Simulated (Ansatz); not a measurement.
# Geometry relaxation of BSi2NH7F (part 1 of 2)

The run: geometry relaxation of BSi2NH7F. Method and program: UKS B3LYP-D4/STO-3G (Ansatz 0.2.0).

It belongs to a series of runs on one base structure; here: start relaxed.

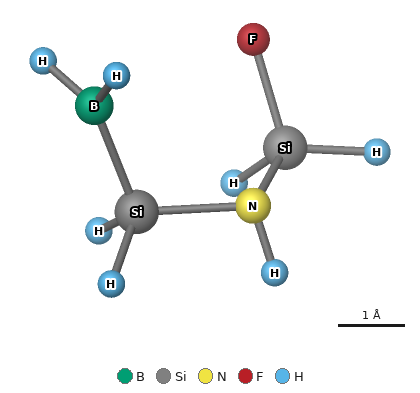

Fig. 1: The input geometry (ball-and-stick view, seen at a tilt).

### Summary

```tsv
quantity	value
outcome	converged
total energy	−20505.1836 eV
mean-field energy	−20504.6965 eV
largest force (length of the vector) at the end	0.027 eV/Å
hardware	1 thread of an Arm (aarch64) CPU, shared host
wall time	78 s
peak memory	0.17 GiB
```

### Input
```yaml
crystal:
  periodic: [false, false, false]
  atoms:
    - { symbol: B, position_ang: [-1.1438, 1.4857, 0.8735] }
    - { symbol: Si, position_ang: [-0.0871, -0.0321, 1.1883] }
    - { symbol: "N", position_ang: [1.1981, -0.1195, -0.0414] }
    - { symbol: Si, position_ang: [0.6178, -0.7584, -1.5551] }
    - { symbol: F, position_ang: [-0.5274, 0.3414, -2.2361] }
    - { symbol: H, position_ang: [-0.7092, 2.6239, 0.8606] }
    - { symbol: H, position_ang: [-2.318, 1.4008, 0.6447] }
    - { symbol: H, position_ang: [-0.8677, -1.2317, 1.1481] }
    - { symbol: H, position_ang: [0.5155, 0.1133, 2.5699] }
    - { symbol: H, position_ang: [1.911, -0.8344, 0.3428] }
    - { symbol: H, position_ang: [-0.166, -2.037, -1.272] }
    - { symbol: H, position_ang: [1.6537, -1.0072, -2.4893] }
magnetization:
  spin_polarized: true
basis:
  gaussian: { orbitals: STO-3G }
hamiltonian:
  xc: b3lyp
  dispersion: d4
relax:
  f_tol: 0.02
  max_steps: 40
output:
  orbitals: {}
```

Launched with:
```bash
ansatz run input.yaml --threads 1 --pin off --max-ram 2048MiB --backend cpu --events-out ev --progress --plain --runs-dir out
```

### Output
```
The last accepted step is kept in [file] (removed where the run ends without a failure and the disk answers)
Engine: ansatz 0.2.0, aarch64-unknown-linux-gnu
Functional definition: B3LYP
  parameter a0 = 0.2
  parameter ax = 0.72
  parameter ac = 0.81
  exchange = (1 - a0 - ax)*slater_x + ax*b88_x + a0*exact_x
  correlation = (1 - ac)*vwn_rpa_c + ac*lyp_c
551 factors; integrals over basis functions are off by at most 1.2e-5 eV
mean field evaluation 1: about -20498.1893 eV, gradient 2.3e1 eV
mean field evaluation 2: about -20497.3354 eV, gradient 2.7e1 eV
mean field evaluation 4: about -20501.8449 eV, gradient 3.9e-1 eV
mean field evaluation 8: about -20501.7958 eV, gradient 1.5e-2 eV
mean field -20501.79581105 eV, -753.4270994397 hartree, gradient 7.4e-6 eV, S^2 0.000000; 0 other end points of the search recorded, 0 dependent functions left out
the calculation of the forces begins
reference -20501.79600774 eV, -753.4271066678 hartree; 28, 28 occupied and 12, 12 virtual orbitals, 551 factors
relax step   1: F+E_penalty+E_count = -20502.24673633 eV  Δ(F+E_penalty+E_count) = +0.000e0 eV  max|allowed force component| = 3.481e0 eV/Å  Δτ_max = 0.0000 Å  (25 SCF iters, accepted)
these checks for a lower state are left out or cut short: starts, cluster_reference, orbital_swaps, neighbouring_geometries, increment
551 factors; integrals over basis functions are off by at most 1.4e-5 eV
mean field evaluation 16: about -20502.1145 eV, gradient 3.7e0 eV
mean field -20502.24685504 eV, -753.4436750007 hartree, gradient 2.4e-5 eV, S^2 0.000000; 0 other end points of the search recorded, 0 dependent functions left out
[... from here on the field's lines of each further geometry are left out, up to the last ...]
relax step   2: F+E_penalty+E_count = -20502.69491996 eV  Δ(F+E_penalty+E_count) = -4.482e-1 eV  max|allowed force component| = 1.027e0 eV/Å  Δτ_max = 0.1637 Å  (25 SCF iters, accepted)
relax step   3: F+E_penalty+E_count = -20502.79991719 eV  Δ(F+E_penalty+E_count) = -1.050e-1 eV  max|allowed force component| = 7.441e-1 eV/Å  Δτ_max = 0.1702 Å  (26 SCF iters, accepted)
relax step   4: F+E_penalty+E_count = -20502.96442713 eV  Δ(F+E_penalty+E_count) = -1.645e-1 eV  max|allowed force component| = 7.404e-1 eV/Å  Δτ_max = 0.1957 Å  (26 SCF iters, accepted)
relax step   5: F+E_penalty+E_count = -20503.32096142 eV  Δ(F+E_penalty+E_count) = -3.565e-1 eV  max|allowed force component| = 1.178e0 eV/Å  Δτ_max = 0.1976 Å  (26 SCF iters, accepted)
relax step   6: F+E_penalty+E_count = -20503.99429944 eV  Δ(F+E_penalty+E_count) = -6.733e-1 eV  max|allowed force component| = 1.994e0 eV/Å  Δτ_max = 0.1947 Å  (25 SCF iters, accepted)
relax step   7: F+E_penalty+E_count = -20504.75629114 eV  Δ(F+E_penalty+E_count) = -7.620e-1 eV  max|allowed force component| = 1.076e0 eV/Å  Δτ_max = 0.1959 Å  (25 SCF iters, accepted)
relax step   8: F+E_penalty+E_count = -20504.86960090 eV  Δ(F+E_penalty+E_count) = -1.133e-1 eV  max|allowed force component| = 1.996e0 eV/Å  Δτ_max = 0.1949 Å  (24 SCF iters, accepted)
relax step   9: F+E_penalty+E_count = -20505.02297742 eV  Δ(F+E_penalty+E_count) = -1.534e-1 eV  max|allowed force component| = 4.683e-1 eV/Å  Δτ_max = 0.0952 Å  (25 SCF iters, accepted)
relax step  10: F+E_penalty+E_count = -20505.05565054 eV  Δ(F+E_penalty+E_count) = -3.267e-2 eV  max|allowed force component| = 8.620e-1 eV/Å  Δτ_max = 0.2000 Å  (24 SCF iters, accepted)
relax step  11: F+E_penalty+E_count = -20505.11083806 eV  Δ(F+E_penalty+E_count) = -5.519e-2 eV  max|allowed force component| = 5.047e-1 eV/Å  Δτ_max = 0.1996 Å  (24 SCF iters, accepted)
relax step  12: F+E_penalty+E_count = -20505.13077770 eV  Δ(F+E_penalty+E_count) = -1.994e-2 eV  max|allowed force component| = 6.188e-1 eV/Å  Δτ_max = 0.0615 Å  (24 SCF iters, accepted)
relax step  13: F+E_penalty+E_count = -20505.16616868 eV  Δ(F+E_penalty+E_count) = -3.539e-2 eV  max|allowed force component| = 2.809e-1 eV/Å  Δτ_max = 0.1995 Å  (24 SCF iters, accepted)
relax step  14: F+E_penalty+E_count = -20505.17531941 eV  Δ(F+E_penalty+E_count) = -9.151e-3 eV  max|allowed force component| = 5.857e-1 eV/Å  Δτ_max = 0.0853 Å  (24 SCF iters, accepted)
relax step  15: F+E_penalty+E_count = -20505.18132304 eV  Δ(F+E_penalty+E_count) = -6.004e-3 eV  max|allowed force component| = 1.648e-1 eV/Å  Δτ_max = 0.0380 Å  (25 SCF iters, accepted)
relax step  16: F+E_penalty+E_count = -20505.18154999 eV  Δ(F+E_penalty+E_count) = -2.269e-4 eV  max|allowed force component| = 1.259e-1 eV/Å  Δτ_max = 0.0207 Å  (26 SCF iters, accepted)
relax step  17: F+E_penalty+E_count = -20505.18320890 eV  Δ(F+E_penalty+E_count) = -1.659e-3 eV  max|allowed force component| = 2.529e-2 eV/Å  Δτ_max = 0.0140 Å  (26 SCF iters, accepted)
the calculation of the forces begins
reference -20504.69645243 eV, -753.5336960442 hartree; 28, 28 occupied and 12, 12 virtual orbitals, 562 factors
relax step  18: F+E_penalty+E_count = -20505.18340909 eV  Δ(F+E_penalty+E_count) = -2.002e-4 eV  max|allowed force component| = 1.990e-2 eV/Å  Δτ_max = 0.0098 Å  (20 SCF iters, accepted)
```

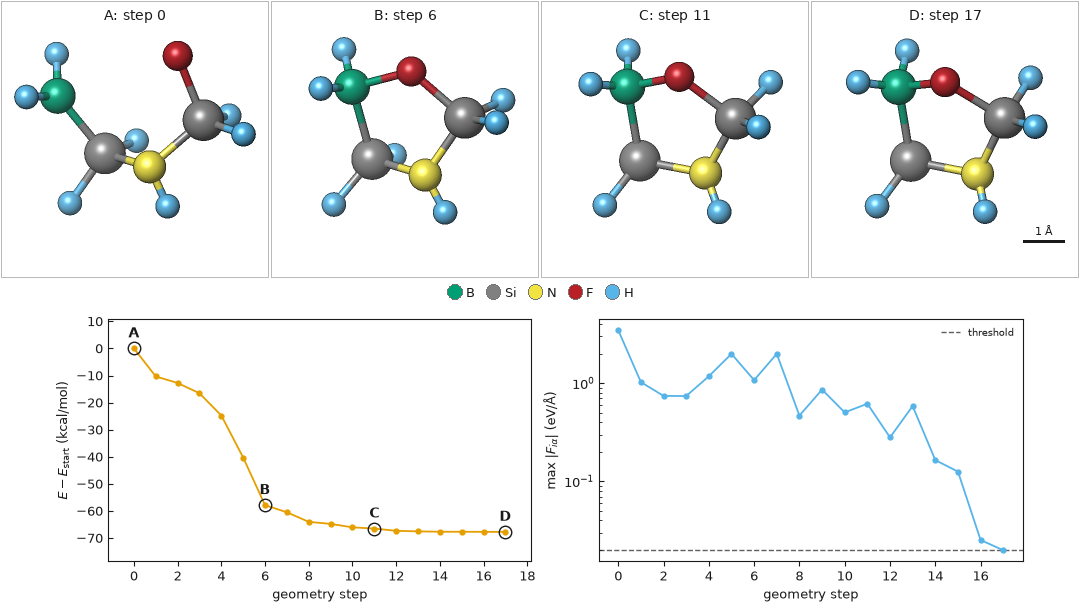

Fig. 2: Frames of the relaxation (ball-and-stick view, seen at a tilt) above the curves, on which the letters mark them (the first geometry is step 0 here and step 1 in the log).

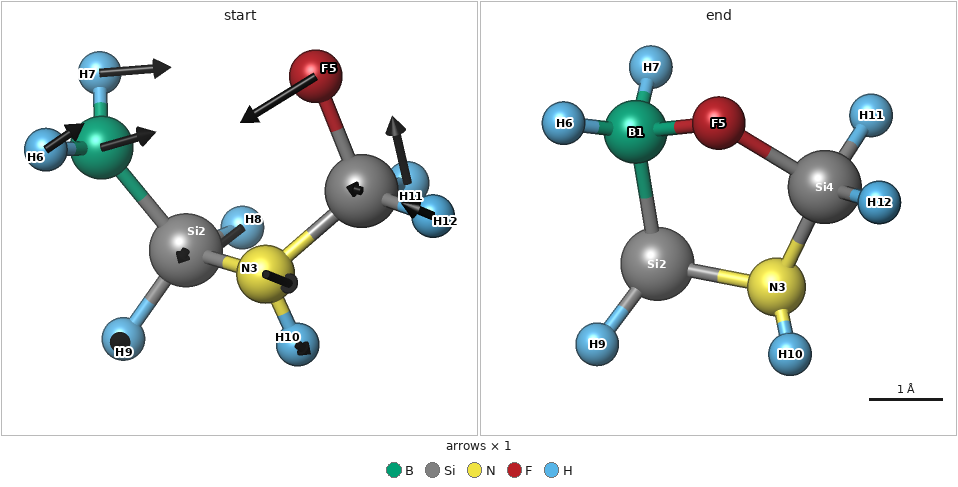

Fig. 3: Before (left) and after (right) the relaxation, at one scale (ball-and-stick view, seen at a tilt). The black arrows give the displacements, at true length. Over 17 geometry steps the energy falls by 67.7 kcal/mol. The largest force component goes from 3.5 to 0.02 eV/Å. The largest move after the best rigid fit is that of F5, 1.22 Å. By element the largest moves are F 1.22 Å, H 1.08 Å, N 0.91 Å, B 0.82 Å, Si 0.25 Å. Among the contacts that change: B1–F5 3.370 → 1.568 Å, B1–Si2 1.876 → 1.999 Å, Si4–H11 1.526 → 1.448 Å, Si2–H9 1.514 → 1.450 Å. New bonds form: B1–F5 (3.37 → 1.57 Å). Among the angles that change: Si2–N3–H10 105.3° → 118.7°, B1–Si2–H9 107.4° → 118.6°, B1–Si2–N3 109.3° → 98.2°. (Atoms are counted from 1 in the order of the input.)

```
562 factors; integrals over basis functions are off by at most 2.1e-5 eV
mean field -20504.69625826 eV, -753.5336889086 hartree, gradient 2.6e-5 eV, S^2 0.000000; 1 other end points of the search recorded, 0 dependent functions left out
the calculation of the forces begins
reference -20504.69645243 eV, -753.5336960442 hartree; 28, 28 occupied and 12, 12 virtual orbitals, 562 factors
Total energy: -20505.18360325 eV, -753.5515985069 hartree
Atom 0 at    -1.028684     1.113277     0.142139 Å, force    -0.008386     0.005459    -0.001836 eV/Å
Atom 1 at    -0.046046    -0.079319     1.410121 Å, force     0.006488    -0.007296    -0.001259 eV/Å
Atom 2 at     0.959397    -0.960542     0.207859 Å, force    -0.001893     0.001716     0.009994 eV/Å
Atom 3 at     0.501225    -0.622062    -1.394990 Å, force     0.014124    -0.019901    -0.012329 eV/Å
Atom 4 at    -0.235116     0.950409    -1.200315 Å, force    -0.003752     0.011009     0.001446 eV/Å
Atom 5 at    -0.959605     2.260591     0.374378 Å, force     0.002185    -0.003405    -0.000386 eV/Å
Atom 6 at    -2.113121     0.739446    -0.116079 Å, force     0.004439     0.000970     0.000974 eV/Å
Atom 7 at    -0.798434    -1.054159     2.177832 Å, force     0.000597     0.001834    -0.000820 eV/Å
Atom 8 at     0.898570     0.517667     2.333599 Å, force    -0.000685    -0.000190     0.002226 eV/Å
Atom 9 at     1.973385    -1.075841     0.395601 Å, force    -0.005293     0.005233    -0.001841 eV/Å
Atom 10 at    -0.632006    -1.356246    -1.918685 Å, force    -0.004961     0.000076     0.000789 eV/Å
Atom 11 at     1.557337    -0.488422    -2.377460 Å, force    -0.002862     0.004497     0.003042 eV/Å
Dipole moment:     0.633391    -0.366199    -0.539201 e Å
```

### Trajectory as extended XYZ (Å, eV, eV/Å), 18 frames, from step=1 to step=18
```
12
Properties=species:S:1:pos:R:3:forces:R:3 step=1 energy=-20502.24674
B    -1.1438    1.4857    0.8735   -1.6596   2.8319  -0.8273
Si   -0.0871   -0.0321    1.1883    1.5368  -0.5407   1.9630
N     1.1981   -0.1195   -0.0414    1.2581  -0.7151   1.0704
Si    0.6178   -0.7584   -1.5551   -3.4814  -0.0677  -0.9933
F    -0.5274    0.3414   -2.2361    1.6690  -1.3422   1.1513
H    -0.7092    2.6239    0.8606   -0.3351  -1.2515   0.0701
H    -2.3180    1.4008    0.6447    0.6948   0.0701   0.2293
H    -0.8677   -1.2317    1.1481   -0.2454  -0.5212   0.1890
H     0.5155    0.1133    2.5699   -0.4545  -0.3036  -1.3333
H     1.9110   -0.8344    0.3428   -0.4970   0.9047  -0.5369
H    -0.1660   -2.0370   -1.2720    0.7708   1.0596  -0.5281
H     1.6537   -1.0072   -2.4893    0.7434  -0.1244  -0.4542
12
Properties=species:S:1:pos:R:3:forces:R:3 step=2 energy=-20502.69492
B    -1.1952    1.5269    0.8024   -0.5752   0.6154   0.2287
Si   -0.0829   -0.0091    1.2281    0.4897  -0.7429   0.0362
N     1.1934   -0.1977   -0.0193    0.0593  -0.3567   0.2890
Si    0.5913   -0.7946   -1.5630   -1.0272   0.8748  -0.6612
F    -0.4677    0.3935   -2.1382    0.8371  -0.9906   0.6697
H    -0.7574    2.6192    0.8123    0.0514  -0.1287  -0.1863
H    -2.3666    1.4470    0.6741    0.2523  -0.0688  -0.1351
H    -0.8517   -1.2426    1.3097   -0.0792   0.0722   0.0044
H     0.5539    0.1107    2.5252    0.0227   0.2065  -0.0557
H     1.9360   -0.8636    0.3344   -0.2128   0.3406  -0.0664
H    -0.1523   -2.0517   -1.4344    0.0396   0.1856  -0.0992
H     1.6760   -0.9930   -2.4971    0.1422  -0.0073  -0.0241
12
Properties=species:S:1:pos:R:3:forces:R:3 step=3 energy=-20502.79992
B    -1.2007    1.5097    0.8106    0.1345  -0.1226  -0.7441
Si   -0.0728   -0.0480    1.2831   -0.0213  -0.0420  -0.2228
N     1.1798   -0.2672    0.0167   -0.5181  -0.2128  -0.1111
Si    0.5688   -0.7677   -1.5676    0.0959   0.6604   0.0916
F    -0.4862    0.4430   -1.9854    0.2033  -0.2923   0.2021
H    -0.7269    2.5760    0.6505   -0.0264  -0.1079   0.1874
H    -2.3492    1.4122    0.5681    0.0824  -0.0161   0.2139
H    -0.8710   -1.2653    1.4300    0.1232   0.1686   0.0358
H     0.5938    0.1769    2.5397    0.1262  -0.0030   0.1885
H     1.9386   -0.9105    0.3410    0.0471   0.0463   0.0987
H    -0.1666   -2.0185   -1.5380   -0.1132  -0.1284  -0.0575
H     1.6693   -0.8959   -2.5148   -0.1335   0.0499   0.1174
12
Properties=species:S:1:pos:R:3:forces:R:3 step=4 energy=-20502.96443
B    -1.1659    1.4453    0.6714    0.3929  -0.3760  -0.4730
Si   -0.0555   -0.0763    1.3463   -0.2112   0.4027  -0.6000
N     1.1672   -0.3399    0.0669   -0.6065  -0.2746  -0.3316
Si    0.5355   -0.7119   -1.5509    0.7258   0.0753   0.7404
F    -0.5267    0.5189   -1.8096   -0.3063   0.3529   0.3573
H    -0.6875    2.5103    0.4976   -0.0447  -0.2239   0.0601
H    -2.3165    1.3447    0.4518    0.0680  -0.0480   0.0348
H    -0.8631   -1.2766    1.5638    0.1828   0.1363   0.0830
H     0.6318    0.2398    2.5790    0.0119  -0.0405   0.0493
H     1.9284   -0.9869    0.3634    0.1337  -0.0703   0.0250
H    -0.1985   -1.9655   -1.6244   -0.0938  -0.0345  -0.0815
H     1.6276   -0.7571   -2.5213   -0.2525   0.1004   0.1363
12
Properties=species:S:1:pos:R:3:forces:R:3 step=5 energy=-20503.32096
B    -1.1319    1.3844    0.5533    0.5108  -0.5067  -1.1777
Si   -0.0456   -0.0792    1.3631   -0.1376   0.3779  -0.3162
N     1.1754   -0.3959    0.1047   -0.5169  -0.2906  -0.5010
Si    0.5147   -0.6663   -1.5160    0.7754  -0.1987   1.0042
F    -0.5710    0.5860   -1.6291   -0.4439   0.5878   1.0001
H    -0.6557    2.4502    0.3800   -0.0535  -0.2405   0.0489
H    -2.2850    1.2846    0.3498    0.0891  -0.0673   0.0319
H    -0.8407   -1.2725    1.6327    0.1299   0.0511   0.0699
H     0.6404    0.2754    2.5918   -0.0506  -0.0098  -0.0744
H     1.9286   -1.0594    0.3844    0.0537  -0.0361  -0.0425
H    -0.2255   -1.9165   -1.6608   -0.0853   0.1454  -0.1016
H     1.5733   -0.6460   -2.5199   -0.2710   0.1875   0.0583
```
